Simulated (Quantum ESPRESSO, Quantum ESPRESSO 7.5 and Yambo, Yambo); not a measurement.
**A GW chain in Yambo: BiOBr (P4/nmm)**

Aim: the G0W0 gap of BiOBr (P4/nmm) on PBEsol, step by step.

Method: PBEsol and many-body steps on it, plane waves, in Quantum ESPRESSO 7.5 and Yambo 5.3.0.

The database entry behind the starting cell differs from later determinations by our own check (0.1 to 0.3 % short, probably kX units), so it need not match the best structure at ambient conditions.

## Step 1: Set-up

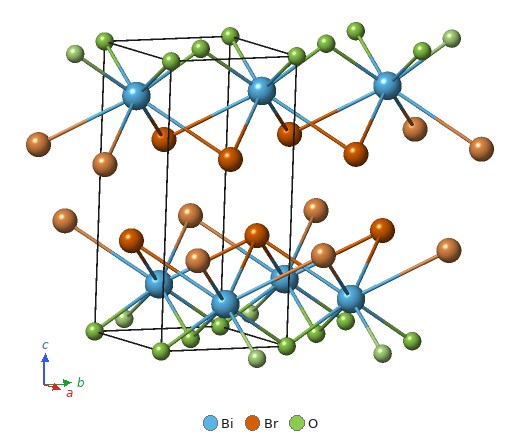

The cell as given, slightly off an axis (bismuth blue, bromine orange, oxygen green). 1×2×1 cells are drawn. Some periodic images of atoms are drawn too.

The cell and positions come from the Crystallography Open Database and are kept as given unless a step says otherwise. Spin-orbit coupling is left out unless a step names it.

## Step 2: Ground state

This step: Quantum ESPRESSO 7.5; DFT, PBEsol, plane waves, norm-conserving pseudopotentials.

The ground-state density comes first.

pw.in

```
&control
  calculation = 'scf'
  prefix = 'x'
  outdir = 'o'
  pseudo_dir = 'pseudo'
/
&system
  ibrav = 0
  nat = 6
  ntyp = 3
  ecutwfc = 76.0
  nbnd = 53
  force_symmorphic = .true.
/
&electrons
  conv_thr = 1e-10
  electron_maxstep = 80
  mixing_beta = 0.5
/
ATOMIC_SPECIES
  Bi 208.98 Bi.upf
  Br 79.904 Br.upf
  O 15.999 O.upf
CELL_PARAMETERS angstrom
  3.9160000000 0.0000000000 0.0000000000
  0.0000000000 3.9160000000 0.0000000000
  0.0000000000 0.0000000000 8.0770000000
ATOMIC_POSITIONS crystal
  Bi 0.0000000000 0.5000000000 0.1540000000
  Bi 0.5000000000 0.0000000000 0.8460000000
  Br 0.0000000000 0.5000000000 0.6530000000
  Br 0.5000000000 0.0000000000 0.3470000000
  O 0.0000000000 0.0000000000 0.0000000000
  O 0.5000000000 0.5000000000 0.0000000000
K_POINTS automatic
  6 6 4 0 0 0
```

The run is started by

```console
$ OMP_NUM_THREADS=1 mpirun -n 8 pw.x -nk 8 -in pw.in > pw.out
```

Output:

```text
Program PWSCF v.7.5 starts

     This program is part of the open-source Quantum ESPRESSO suite
     for quantum simulation of materials; please cite
         "P. Giannozzi et al., J. Phys.:Condens. Matter 21 395502 (2009);
         "P. Giannozzi et al., J. Phys.:Condens. Matter 29 465901 (2017);
         "P. Giannozzi et al., J. Chem. Phys. 152 154105 (2020);
     in publications or presentations arising from this work. More details at
     Message from routine setup:
     using ibrav=0 with symmetry is DISCOURAGED, use correct ibrav instead

     G-vector sticks info

     bravais-lattice index     =            0
     lattice parameter (alat)  =       7.4002  a.u.
     unit-cell volume          =     835.8571 (a.u.)^3
     number of atoms/cell      =            6
     number of atomic types    =            3
     number of electrons       =        92.00
     number of Kohn-Sham states=           53
     kinetic-energy cutoff     =      76.0000  Ry
     charge density cutoff     =     304.0000  Ry
     scf convergence threshold =      1.0E-10
     mixing beta               =       0.5000
     number of iterations used =            8  plain     mixing
     Exchange-correlation= PBESOL
                           (   1   4  10   8   0   0   0)

     celldm(1)=   7.400168  celldm(2)=   0.000000  celldm(3)=   0.000000
     celldm(4)=   0.000000  celldm(5)=   0.000000  celldm(6)=   0.000000

     crystal axes: (cart. coord. in units of alat)
               a(1) = (   1.000000   0.000000   0.000000 )
               a(2) = (   0.000000   1.000000   0.000000 )
               a(3) = (   0.000000   0.000000   2.062564 )

     reciprocal axes: (cart. coord. in units 2 pi/alat)
               b(1) = (  1.000000  0.000000  0.000000 )
               b(2) = (  0.000000  1.000000  0.000000 )
               b(3) = (  0.000000  0.000000  0.484833 )
     Pseudo is Norm-conserving + core correction, Zval = 23.0
     Generated using ONCVPSP code by D. R. Hamann
     Using radial grid of 1472 points,  6 beta functions with:
     Pseudo is Norm-conserving + core correction, Zval = 17.0
     Generated using ONCVPSP code by D. R. Hamann
     Using radial grid of 1098 points,  6 beta functions with:
     Pseudo is Norm-conserving + core correction, Zval =  6.0
     Generated using ONCVPSP code by D. R. Hamann
     Using radial grid of  936 points,  5 beta functions with:
     Bi               23.00   208.98000     Bi( 1.00)
     Br               17.00    79.90400     Br( 1.00)
     O                 6.00    15.99900     O ( 1.00)

      8 Sym. Ops. (no inversion) found

   Cartesian axes

     site n.     atom                  positions (alat units)
         1        Bi     tau(   1) = (   0.0000000   0.5000000   0.3176348  )
         2        Bi     tau(   2) = (   0.5000000   0.0000000   1.7449290  )
         3        Br     tau(   3) = (   0.0000000   0.5000000   1.3468542  )
         4        Br     tau(   4) = (   0.5000000   0.0000000   0.7157097  )
         5        O      tau(   5) = (   0.0000000   0.0000000   0.0000000  )
         6        O      tau(   6) = (   0.5000000   0.5000000   0.0000000  )

     number of k points=    30
                       cart. coord. in units 2pi/alat
        k(    1) = (   0.0000000   0.0000000   0.0000000), wk =   0.0138889
        k(    2) = (   0.0000000   0.0000000   0.1212084), wk =   0.0277778
        k(    3) = (   0.0000000   0.0000000  -0.2424167), wk =   0.0138889
        k(    4) = (   0.0000000   0.1666667   0.0000000), wk =   0.0555556
        k(    5) = (   0.0000000   0.1666667   0.1212084), wk =   0.1111111
        k(    6) = (   0.0000000   0.1666667  -0.2424167), wk =   0.0555556
        k(    7) = (   0.0000000   0.3333333   0.0000000), wk =   0.0555556
        k(    8) = (   0.0000000   0.3333333   0.1212084), wk =   0.1111111
        k(    9) = (   0.0000000   0.3333333  -0.2424167), wk =   0.0555556
        k(   10) = (   0.0000000  -0.5000000   0.0000000), wk =   0.0277778
     [... 18 further rows ...]
        k(   29) = (  -0.5000000  -0.5000000   0.1212084), wk =   0.0277778
        k(   30) = (  -0.5000000  -0.5000000  -0.2424167), wk =   0.0138889

     Dense  grid:    74789 G-vectors     FFT dimensions: (  45,  45,  90)

     Initial potential from superposition of free atoms

     starting charge      91.9984, renormalised to      92.0000
     Starting wfcs are   52 randomized atomic wfcs +    1 random wfcs

     per-process dynamical memory:    88.2 Mb

     Self-consistent Calculation

     iteration #  1     ecut=    76.00 Ry     beta= 0.50

     total energy              =   -1534.99225558 Ry
     estimated scf accuracy    <       1.16394720 Ry

     iteration #  2     ecut=    76.00 Ry     beta= 0.50

     total energy              =   -1535.11072058 Ry
     estimated scf accuracy    <       1.66579402 Ry

     iteration #  3     ecut=    76.00 Ry     beta= 0.50

     total energy              =   -1535.43307558 Ry
     estimated scf accuracy    <       0.20832389 Ry

     iteration #  4     ecut=    76.00 Ry     beta= 0.50

     total energy              =   -1535.45472688 Ry
     estimated scf accuracy    <       0.01038204 Ry

     iteration #  5     ecut=    76.00 Ry     beta= 0.50

     total energy              =   -1535.45652533 Ry
     estimated scf accuracy    <       0.00432499 Ry

     iteration #  6     ecut=    76.00 Ry     beta= 0.50

     total energy              =   -1535.45703975 Ry
     estimated scf accuracy    <       0.00004375 Ry

     iteration #  7     ecut=    76.00 Ry     beta= 0.50

     total energy              =   -1535.45705451 Ry
     estimated scf accuracy    <       0.00001002 Ry

     iteration #  8     ecut=    76.00 Ry     beta= 0.50

     total energy              =   -1535.45705602 Ry
     estimated scf accuracy    <       0.00000046 Ry

     iteration #  9     ecut=    76.00 Ry     beta= 0.50

     total energy              =   -1535.45705612 Ry
     estimated scf accuracy    <       0.00000025 Ry

     iteration # 10     ecut=    76.00 Ry     beta= 0.50

     total energy              =   -1535.45705616 Ry
     estimated scf accuracy    <       0.00000001 Ry

     iteration # 11     ecut=    76.00 Ry     beta= 0.50

     total energy              =   -1535.45705616 Ry
     estimated scf accuracy    <       0.00000001 Ry

     iteration # 12     ecut=    76.00 Ry     beta= 0.50

     End of self-consistent calculation

          k = 0.0000 0.0000 0.0000 (  9399 PWs)   bands (ev):

  -142.9439-142.9439 -80.9818 -80.9816 -80.9696 -80.9696 -80.9695 -80.9695
   -49.5760 -49.5759 -49.5751 -49.5750 -49.5501 -49.5501 -49.5499 -49.5499
   -49.5414 -49.5414 -12.5067 -12.3081 -12.3081 -12.2965 -12.2952 -12.2612
   -12.2440 -12.2355 -12.2355 -12.2146  -8.9495  -6.3825  -4.0304  -3.8151
     0.0478   2.3686   4.8537   4.8537   7.6729   7.8235   7.8235   7.9112
     8.5073   8.5909   8.5909   8.8601   8.8601   8.9464  11.9600  12.8876
    14.5611  14.5611  16.2402  16.2402  16.4117

          k = 0.0000 0.0000 0.1212 (  9362 PWs)   bands (ev):

  -142.9439-142.9438 -80.9818 -80.9816 -80.9696 -80.9696 -80.9695 -80.9695
   -49.5760 -49.5759 -49.5751 -49.5750 -49.5501 -49.5501 -49.5499 -49.5499
   -49.5414 -49.5414 -12.5067 -12.3081 -12.3081 -12.2965 -12.2952 -12.2612
   -12.2440 -12.2355 -12.2355 -12.2146  -8.9488  -6.3825  -4.1346  -3.6987
     0.0412   2.3443   4.8588   4.8588   7.6727   7.7774   7.7950   7.7950
     8.4579   8.4579   8.6032   9.0452   9.0452   9.2182  11.8307  12.5244
    14.4725  14.4725  16.2804  16.2804  16.5388

          k = 0.0000 0.0000-0.2424 (  9314 PWs)   bands (ev):

  -142.9438-142.9437 -80.9818 -80.9816 -80.9696 -80.9696 -80.9695 -80.9695
   -49.5760 -49.5759 -49.5751 -49.5750 -49.5501 -49.5501 -49.5499 -49.5499
   -49.5414 -49.5414 -12.5067 -12.3080 -12.3080 -12.2965 -12.2952 -12.2612
   -12.2440 -12.2355 -12.2355 -12.2146  -8.9481  -6.3825  -4.2000  -3.6210
     0.0344   2.3202   4.8640   4.8640   7.6724   7.6784   7.7648   7.7648
     8.3879   8.3879   8.7015   9.1696   9.1696   9.4844  11.7620  12.0947
    14.3873  14.3873  16.3165  16.3165  16.7437

          k = 0.0000 0.1667 0.0000 (  9367 PWs)   bands (ev):

     [... further k-points ...]

     highest occupied, lowest unoccupied level (ev):     9.6103   11.7620

!    total energy              =   -1535.45705616 Ry
     estimated scf accuracy    <          9.4E-11 Ry

     The total energy is the sum of the following terms:
     one-electron contribution =    -922.25203659 Ry
     hartree contribution      =     458.86248706 Ry
     xc contribution           =    -246.45005988 Ry
     ewald contribution        =    -825.61744674 Ry

     convergence has been achieved in  12 iterations

     XML data file, charge density, pseudopotentials, collected wavefunctions

=------------------------------------------------------------------------------=
   JOB DONE.
=------------------------------------------------------------------------------=
```

The job ended after 48 s (8 MPI ranks of Arm Neoverse V1, shared host; peak memory 1.2 GiB).

Numbers from this step:

- total energy: -20890.9575 eV
- gap: 2.152 eV
- k of the valence top: 0, 0.3333, -0.5
- k of the conduction bottom: 0, 0, -0.5
- least direct gap: 2.278 eV

The gap is indirect, with the least direct gap 0.13 eV higher.

## Step 3: Bands along the symmetry lines

The cheap functional maps the bands first; the places of the edges decide which points the dearer methods must see.

pw.in

```
&control
  calculation = 'bands'
  prefix = 'x'
  outdir = 'o'
  pseudo_dir = 'pseudo'
/
&system
  ibrav = 0
  nat = 6
  ntyp = 3
  ecutwfc = 76.0
  nbnd = 52
  force_symmorphic = .true.
/
&electrons
  conv_thr = 1e-9
  electron_maxstep = 80
  diago_full_acc = .true.
  diago_thr_init = 5e-6
/
ATOMIC_SPECIES
  Bi 208.98 Bi.upf
  Br 79.904 Br.upf
  O 15.999 O.upf
CELL_PARAMETERS angstrom
  3.9160000000 0.0000000000 0.0000000000
  0.0000000000 3.9160000000 0.0000000000
  0.0000000000 0.0000000000 8.0770000000
ATOMIC_POSITIONS crystal
  Bi 0.0000000000 0.5000000000 0.1540000000
  Bi 0.5000000000 0.0000000000 0.8460000000
  Br 0.0000000000 0.5000000000 0.6530000000
  Br 0.5000000000 0.0000000000 0.3470000000
  O 0.0000000000 0.0000000000 0.0000000000
  O 0.5000000000 0.5000000000 0.0000000000
K_POINTS crystal
  75
  0.00000000 0.00000000 0.00000000 1
  0.00000000 0.06250000 0.00000000 1
  0.00000000 0.12500000 0.00000000 1
  0.00000000 0.18750000 0.00000000 1
  0.00000000 0.25000000 0.00000000 1
  0.00000000 0.31250000 0.00000000 1
  0.00000000 0.37500000 0.00000000 1
  0.00000000 0.43750000 0.00000000 1
  0.00000000 0.50000000 0.00000000 1
  0.06250000 0.50000000 0.00000000 1
  0.12500000 0.50000000 0.00000000 1
  0.18750000 0.50000000 0.00000000 1
  0.25000000 0.50000000 0.00000000 1
  0.31250000 0.50000000 0.00000000 1
  0.37500000 0.50000000 0.00000000 1
  0.43750000 0.50000000 0.00000000 1
  0.50000000 0.50000000 0.00000000 1
  0.43750000 0.43750000 0.00000000 1
  0.37500000 0.37500000 0.00000000 1
  0.31250000 0.31250000 0.00000000 1
  0.25000000 0.25000000 0.00000000 1
  0.18750000 0.18750000 0.00000000 1
  0.12500000 0.12500000 0.00000000 1
  0.06250000 0.06250000 0.00000000 1
  0.00000000 0.00000000 0.00000000 1
  0.00000000 0.00000000 0.06250000 1
  0.00000000 0.00000000 0.12500000 1
  0.00000000 0.00000000 0.18750000 1
  0.00000000 0.00000000 0.25000000 1
  0.00000000 0.00000000 0.31250000 1
  0.00000000 0.00000000 0.37500000 1
  0.00000000 0.00000000 0.43750000 1
  0.00000000 0.00000000 0.50000000 1
  0.00000000 0.06250000 0.50000000 1
  0.00000000 0.12500000 0.50000000 1
  0.00000000 0.18750000 0.50000000 1
  0.00000000 0.25000000 0.50000000 1
  0.00000000 0.31250000 0.50000000 1
  0.00000000 0.37500000 0.50000000 1
  0.00000000 0.43750000 0.50000000 1
  0.00000000 0.50000000 0.50000000 1
  0.06250000 0.50000000 0.50000000 1
  0.12500000 0.50000000 0.50000000 1
  0.18750000 0.50000000 0.50000000 1
  0.25000000 0.50000000 0.50000000 1
  0.31250000 0.50000000 0.50000000 1
  0.37500000 0.50000000 0.50000000 1
  0.43750000 0.50000000 0.50000000 1
  0.50000000 0.50000000 0.50000000 1
  0.43750000 0.43750000 0.50000000 1
  0.37500000 0.37500000 0.50000000 1
  0.31250000 0.31250000 0.50000000 1
  0.25000000 0.25000000 0.50000000 1
  0.18750000 0.18750000 0.50000000 1
  0.12500000 0.12500000 0.50000000 1
  0.06250000 0.06250000 0.50000000 1
  0.00000000 0.00000000 0.50000000 1
  0.00000000 0.50000000 0.00000000 1
  0.00000000 0.50000000 0.06250000 1
  0.00000000 0.50000000 0.12500000 1
  0.00000000 0.50000000 0.18750000 1
  0.00000000 0.50000000 0.25000000 1
  0.00000000 0.50000000 0.31250000 1
  0.00000000 0.50000000 0.37500000 1
  0.00000000 0.50000000 0.43750000 1
  0.00000000 0.50000000 0.50000000 1
  0.50000000 0.50000000 0.00000000 1
  0.50000000 0.50000000 0.06250000 1
  0.50000000 0.50000000 0.12500000 1
  0.50000000 0.50000000 0.18750000 1
  0.50000000 0.50000000 0.25000000 1
  0.50000000 0.50000000 0.31250000 1
  0.50000000 0.50000000 0.37500000 1
  0.50000000 0.50000000 0.43750000 1
  0.50000000 0.50000000 0.50000000 1
```

Output:

```text
[banner, memory and clock lines left out]
Program PWSCF v.7.5 starts

     Atomic positions and unit cell read from directory:
     o/x.save/

     Message from routine setup:
     using ibrav=0 with symmetry is DISCOURAGED, use correct ibrav instead

     G-vector sticks info

     bravais-lattice index     =            0
     lattice parameter (alat)  =       7.4002  a.u.
     unit-cell volume          =     835.8571 (a.u.)^3
     number of atoms/cell      =            6
     number of atomic types    =            3
     number of electrons       =        92.00
     number of Kohn-Sham states=           52
     kinetic-energy cutoff     =      76.0000  Ry
     charge density cutoff     =     304.0000  Ry
     Exchange-correlation= PBESOL
                           (   1   4  10   8   0   0   0)

     celldm(1)=   7.400168  celldm(2)=   0.000000  celldm(3)=   0.000000
     celldm(4)=   0.000000  celldm(5)=   0.000000  celldm(6)=   0.000000

     crystal axes: (cart. coord. in units of alat)
               a(1) = (   1.000000   0.000000   0.000000 )
               a(2) = (   0.000000   1.000000   0.000000 )
               a(3) = (   0.000000   0.000000   2.062564 )

     reciprocal axes: (cart. coord. in units 2 pi/alat)
               b(1) = (  1.000000  0.000000  0.000000 )
               b(2) = (  0.000000  1.000000  0.000000 )
               b(3) = (  0.000000  0.000000  0.484833 )
     Pseudo is Norm-conserving + core correction, Zval = 23.0
     Generated using ONCVPSP code by D. R. Hamann
     Using radial grid of 1472 points,  6 beta functions with:
     Pseudo is Norm-conserving + core correction, Zval = 17.0
     Generated using ONCVPSP code by D. R. Hamann
     Using radial grid of 1098 points,  6 beta functions with:
     Pseudo is Norm-conserving + core correction, Zval =  6.0
     Generated using ONCVPSP code by D. R. Hamann
     Using radial grid of  936 points,  5 beta functions with:
     Bi               23.00   208.98000     Bi( 1.00)
     Br               17.00    79.90400     Br( 1.00)
     O                 6.00    15.99900     O ( 1.00)

      8 Sym. Ops. (no inversion) found

   Cartesian axes

     site n.     atom                  positions (alat units)
         1        Bi     tau(   1) = (   0.0000000   0.5000000   0.3176348  )
         2        Bi     tau(   2) = (   0.5000000   0.0000000   1.7449290  )
         3        Br     tau(   3) = (   0.0000000   0.5000000   1.3468542  )
         4        Br     tau(   4) = (   0.5000000   0.0000000   0.7157097  )
         5        O      tau(   5) = (   0.0000000   0.0000000   0.0000000  )
         6        O      tau(   6) = (   0.5000000   0.5000000   0.0000000  )

     number of k points=    75
                       cart. coord. in units 2pi/alat
        k(    1) = (   0.0000000   0.0000000   0.0000000), wk =   0.0266667
        k(    2) = (   0.0000000   0.0625000   0.0000000), wk =   0.0266667
        k(    3) = (   0.0000000   0.1250000   0.0000000), wk =   0.0266667
[...]
[... 63 further rows ...]
        k(   74) = (   0.5000000   0.5000000   0.2121146), wk =   0.0266667
        k(   75) = (   0.5000000   0.5000000   0.2424167), wk =   0.0266667

     Dense  grid:    74789 G-vectors     FFT dimensions: (  45,  45,  90)

     The potential is recalculated from file :
     o/x.save/charge-density

     Starting wfcs are   52 randomized atomic wfcs

     Band Structure Calculation

     End of band structure calculation

          k = 0.0000 0.0000 0.0000 (  9399 PWs)   bands (ev):

  -142.9439-142.9439 -80.9819 -80.9816 -80.9696 -80.9696 -80.9695 -80.9695
   -49.5759 -49.5759 -49.5750 -49.5750 -49.5500 -49.5500 -49.5499 -49.5499
   -49.5414 -49.5414 -12.5067 -12.3081 -12.3081 -12.2965 -12.2952 -12.2612
   -12.2440 -12.2355 -12.2355 -12.2146  -8.9496  -6.3826  -4.0303  -3.8151
[...]
14.5611  14.5611  16.2401  16.2401

          k = 0.0000 0.0625 0.0000 (  9399 PWs)   bands (ev):

  -142.9439-142.9439 -80.9819 -80.9816 -80.9697 -80.9696 -80.9695 -80.9695
[...]
14.4574  14.5414  15.9974  16.2063

          k = 0.0000 0.1250 0.0000 (  9359 PWs)   bands (ev):

  -142.9439-142.9438 -80.9819 -80.9816 -80.9697 -80.9696 -80.9695 -80.9695
[...]
14.2148  14.4865  15.6345  16.1007

[...]
k = 0.5000 0.5000 0.2121 (  9348 PWs)   bands (ev):

  -142.9439-142.9439 -80.9817 -80.9817 -80.9698 -80.9698 -80.9696 -80.9696
[...]
14.9356  14.9356  15.3558  15.3558

          k = 0.5000 0.5000 0.2424 (  9400 PWs)   bands (ev):

  -142.9439-142.9439 -80.9817 -80.9817 -80.9698 -80.9698 -80.9696 -80.9696
[...]
-0.4937  -0.4937   4.9728   4.9728   6.4453   6.4453   7.3012   7.3012
     7.7158   7.7158   8.5075   8.5075   8.6167   8.6167  13.6336  13.6336
    14.9434  14.9434  15.3250  15.3250

     XML data file, pseudopotentials, collected wavefunctions
```

Elapsed: 25 s, on 8 MPI ranks; peak memory 0.91 GiB.

Numbers from this step:

```
gap                        : 2.098 eV
k of the valence top       : 0, 0.375, 0.5
k of the conduction bottom : 0, 0, 0.4375
least direct gap           : 2.278 eV
```

The gap is 2.098 eV, −0.054 eV from the run before at this level.

Electronic bands along the path, in eV, zero at the top of the highest filled band:

| point | band 43 | band 44 | band 45 | band 46 | band 47 | band 48 | band 49 | band 50 |
| --- | --- | --- | --- | --- | --- | --- | --- | --- |
| Γ | -1.07 | -0.80 | -0.80 | -0.72 | 2.30 | 3.22 | 4.90 | 4.90 |
| X | -0.57 | -0.57 | -0.15 | -0.15 | 4.28 | 4.28 | 4.84 | 4.84 |
| M | -1.05 | -1.05 | -0.81 | -0.81 | 3.28 | 3.28 | 5.06 | 5.06 |
| Γ | -1.07 | -0.80 | -0.80 | -0.72 | 2.30 | 3.22 | 4.90 | 4.90 |
| Z | -0.96 | -0.49 | -0.49 | -0.18 | 2.10 | 2.43 | 4.72 | 4.72 |
| R | -0.58 | -0.58 | -0.11 | -0.11 | 4.10 | 4.10 | 4.88 | 4.88 |
| A | -1.16 | -1.16 | -1.05 | -1.05 | 3.97 | 3.97 | 5.28 | 5.28 |
| Z | -0.96 | -0.49 | -0.49 | -0.18 | 2.10 | 2.43 | 4.72 | 4.72 |
| jump to X | -0.57 | -0.57 | -0.15 | -0.15 | 4.28 | 4.28 | 4.84 | 4.84 |
| R | -0.58 | -0.58 | -0.11 | -0.11 | 4.10 | 4.10 | 4.88 | 4.88 |
| jump to M | -1.05 | -1.05 | -0.81 | -0.81 | 3.28 | 3.28 | 5.06 | 5.06 |
| A | -1.16 | -1.16 | -1.05 | -1.05 | 3.97 | 3.97 | 5.28 | 5.28 |

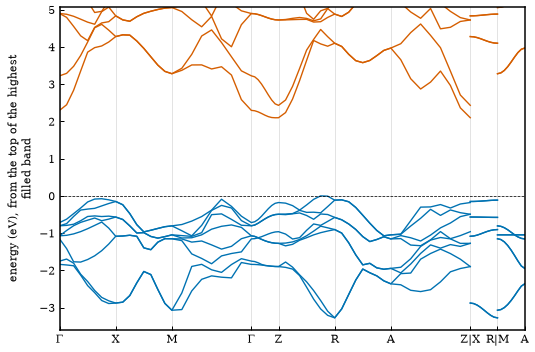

Electronic bands along the path; lines of filled and empty bands in two colours.

(Part 1 of 3 ends here.)

[Paths, hosts, dates, memory and timing lines, banners, echoed tables and standing remarks are left out of the program output.]

[Logs are printed without paths, hosts, clocks, repeated set-up lines and the standing remarks that a program may print on its own settings, such as how far it seeks lower states.]

[Runs of the session that timed out or met a known fault of the program may be left out.]

[Hosts, paths, dates, database ids (printed as entryN), source tags and the programs' standing remarks are cut or masked in the printed files.]
